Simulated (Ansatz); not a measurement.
Cl₂H₂OSi···H₂

The calculation's input:

```
crystal:
  periodic: [false, false, false]
  atoms:
    - { symbol: Si, position_ang: [-0.411888, 0.200423, -0.640285] }
    - { symbol: O, position_ang: [0.855875, 0.913286, 0.288989] }
    - { symbol: Cl, position_ang: [0.174381, -1.628591, -1.403912] }
    - { symbol: Cl, position_ang: [-2.098092, -0.063189, 0.523725] }
    - { symbol: H, position_ang: [-0.760921, 1.096085, -1.782851] }
    - { symbol: H, position_ang: [0.790227, -0.893576, 1.67065] }
    - { symbol: H, position_ang: [0.302489, -1.363467, 1.480235] }
    - { symbol: H, position_ang: [1.147928, 1.739028, -0.13655] }
basis:
  gaussian: { orbitals: def2-SVP }
hamiltonian:
  xc: revpbe
  dispersion: d4
relax:
  f_tol: 0.03
  max_steps: 50
output:
  orbitals: {}
```

Launched as:

```sh
ansatz run input.yaml --threads 2 --pin off --max-ram 3072MiB --backend cpu --events-out ev --progress --plain --runs-dir out
```

The fields are those of the relaxed geometry.

Level of theory: RKS revPBE-D4/def2-SVP (Ansatz 0.2.0).

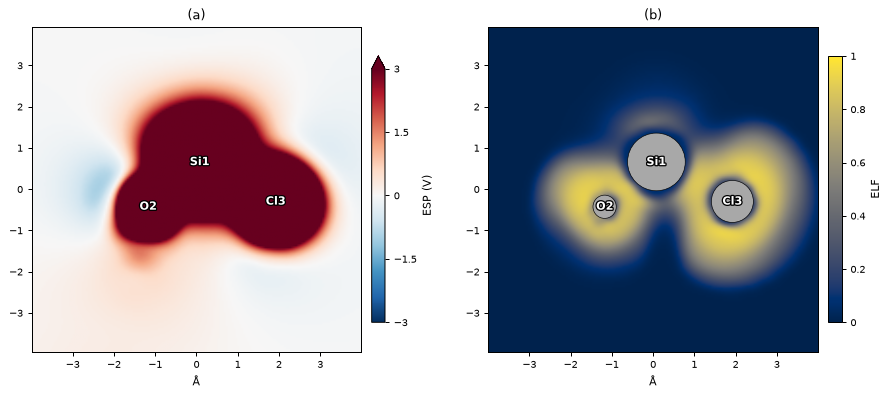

Figure 1. (a) electrostatic potential; (b) electron localisation function on the plane of atoms O2, Si1 and Cl3. Grey discs cover the atomic cores in the ELF map.

Interpret the plot.

Answer.
- Atoms in the plane: Si, O and Cl.
- Si–O (1.66 Å): the ELF peaks at about 0.85 between the atoms: a polar covalent bond.
- Si–Cl (2.08 Å): the ELF peaks at about 0.85 between the atoms (a polar covalent bond).
- The ELF also peaks beside Cl3 and O2, away from the bonds: lone-pair regions.
- Outside the dense part of the complex the potential is most negative (−1.0 V) near O2.

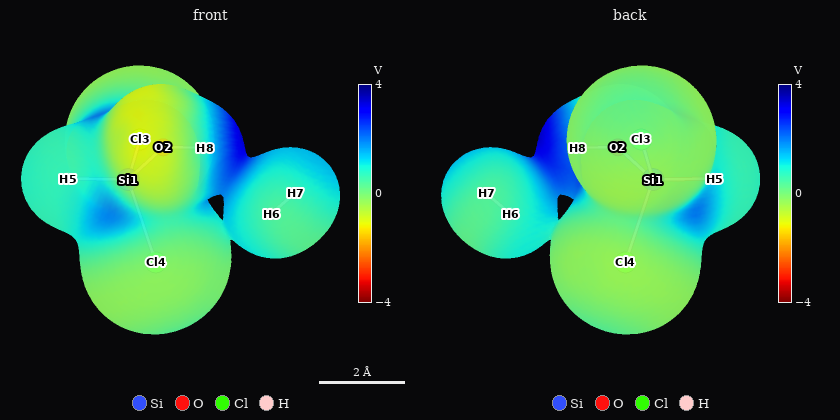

Figure 2. The molecular electrostatic potential painted on the density surface at 0.004 e/bohr³, seen from the front and from behind; red is negative and blue positive.

Which sites attract a positive test charge, and which a negative one?

Answer. A positive charge is drawn to the negative regions and a negative charge to the positive ones. The most negative region (about −1.1 V) lies over O2, the most positive (about +3.2 V) over H8. Cl3 shows a σ-hole: about +0.3 V at the tip opposite its bond, against about −0.2 V on its flanks. O2 is the likeliest acceptor of a hydrogen bond.

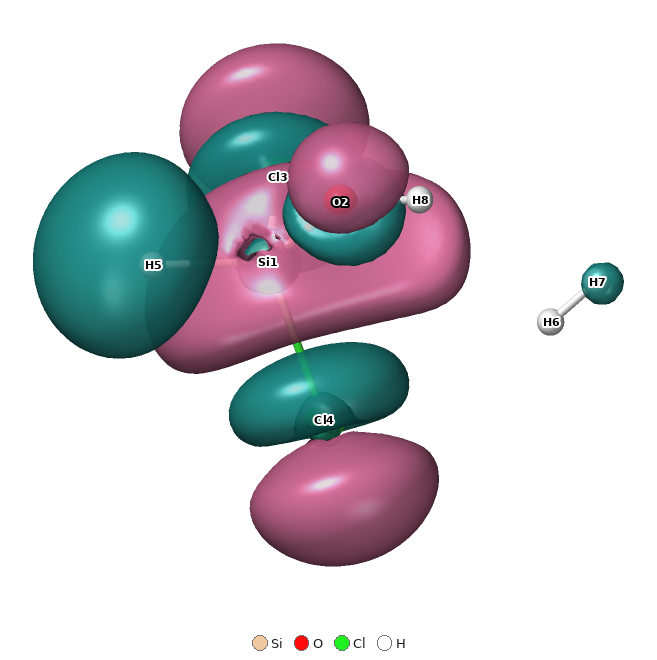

Figure 3. One frontier orbital at ±0.06 Å⁻³ᐟ² (teal and pink are the two phases), seen at a tilt.

Which orbital is it: HOMO or LUMO?

Answer. The LUMO, at −0.34 eV. It lies mainly on Si1 (about 35 %), Cl4 (about 25 %), Cl3 (about 20 %), H5 (about 10 %) and O2 (about 5 %).
